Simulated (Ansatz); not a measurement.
# C4H7ClO: what the fields show

Input

```
crystal:
  periodic: [false, false, false]
  atoms:
    - { symbol: C, position_ang: [0.655, -2.561, -0.4163] }
    - { symbol: C, position_ang: [0.8269, -1.2653, -0.0241] }
    - { symbol: Cl, position_ang: [2.2026, -0.9514, 0.9313] }
    - { symbol: O, position_ang: [0.0243, -0.2635, -0.4237] }
    - { symbol: C, position_ang: [-0.013, 0.9221, 0.328] }
    - { symbol: C, position_ang: [-1.1574, 1.8301, -0.1208] }
    - { symbol: H, position_ang: [1.2941, -3.3303, -0.1559] }
    - { symbol: H, position_ang: [-0.2159, -2.7296, -1.0522] }
    - { symbol: H, position_ang: [-0.39132, 0.1289, -1.23202] }
    - { symbol: H, position_ang: [-0.14, 0.7101, 1.4355] }
    - { symbol: H, position_ang: [-1.0723, 2.0376, -1.1663] }
    - { symbol: H, position_ang: [-2.0987, 1.3144, 0.0327] }
    - { symbol: H, position_ang: [-1.2224, 2.7817, 0.4221] }
basis:
  gaussian: { orbitals: "6-31G*" }
hamiltonian:
  xc: pbe
relax:
  f_tol: 0.02
  max_steps: 50
output:
  orbitals: {}
```

Launched as:

```sh
ansatz run input.yaml --threads 2 --pin off --max-ram 3072MiB --backend cpu --events-out ev --progress --plain --runs-dir out
```

The fields are those of the run's last geometry, not of the input's.

Method: Ansatz 0.2.0, RKS PBE/6-31G*.

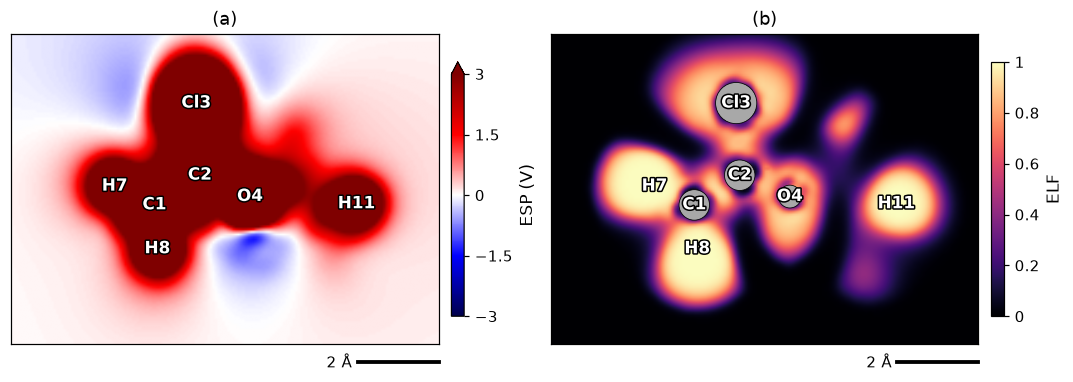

Figure 1. (a) electrostatic potential; (b) electron localisation function on the plane of atoms C1, C2 and O4. Grey discs cover the atomic cores in the ELF map.

**Read the bonding off the picture.**

The plane passes through C, Cl, O and H nuclei. C–C (1.34 Å): the ELF peaks at about 0.90 between the atoms; a short, multiple covalent bond. C–O (1.35 Å): the ELF peaks at about 0.85 between the atoms: a shared but strongly polarised pair. C–Cl (1.79 Å): the ELF peaks at about 0.85 between the atoms: a covalent bond. C–H (1.09 Å): the ELF climbs to about 1 towards the hydrogen, as it does in any bond to H (a covalent bond by its length). The ELF also peaks beside O4 and Cl3, away from the bonds: lone-pair regions. Outside the dense part of the molecule the potential is most negative (−1.2 V) near O4.

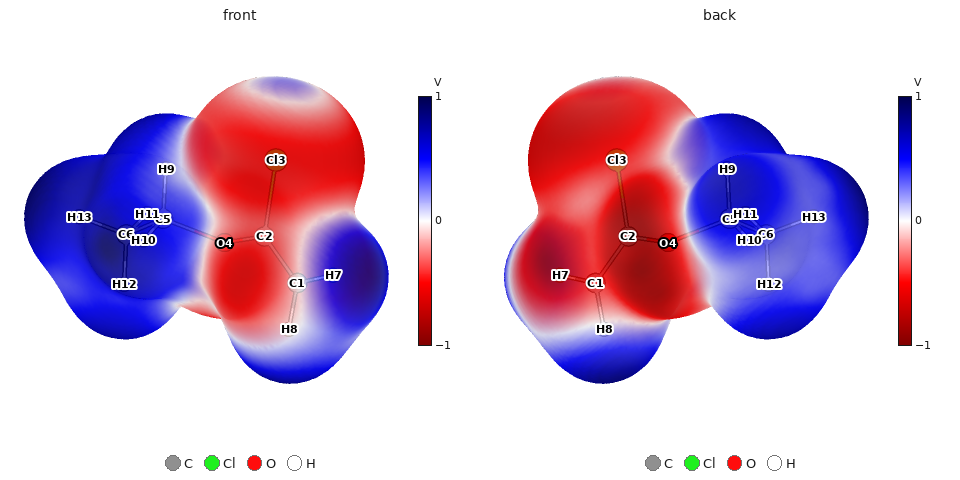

Figure 2. The electrostatic potential painted on the density surface at 0.002 e/bohr³, seen from the front and from behind; red is negative and blue positive.

**Where is the surface potential most negative and most positive?**

The most negative region (about −0.9 V) lies over O4, the most positive (about +0.9 V) over H8, H10 and H13. Cl3 shows a σ-hole: about +0.2 V at the tip opposite its bond, against about −0.4 V on its flanks.

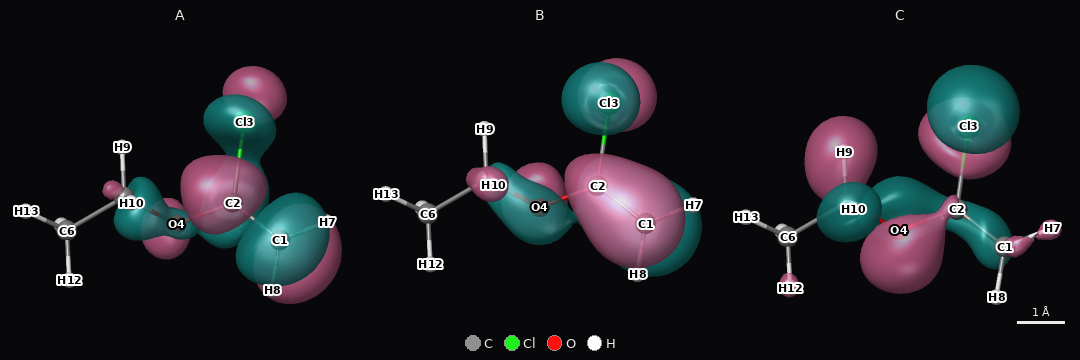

Figure 3. Three frontier orbitals at ±0.1 Å⁻³ᐟ² (teal and pink are the two phases), in no order.

**Order the three orbitals by energy and name them.**

C is the HOMO−1 (−6.89 eV). Its weight (Hirshfeld) is mainly on O4 (about 40 %), Cl3 (about 30 %) and C5 (about 10 %); largely a combination of lone pairs on O4 and Cl3. B is the HOMO (−5.57 eV). It lies mainly on C1 (about 40 %), C2 (about 20 %), O4 (about 15 %) and Cl3 (about 15 %). A is the LUMO (−0.49 eV). Its weight (Hirshfeld) is mainly on C1 (about 35 %), C2 (about 35 %), Cl3 (about 10 %) and O4 (about 5 %); π-antibonding (π*) across C1–C2.

**What is the HOMO–LUMO gap?**

5.08 eV between the orbital energies.
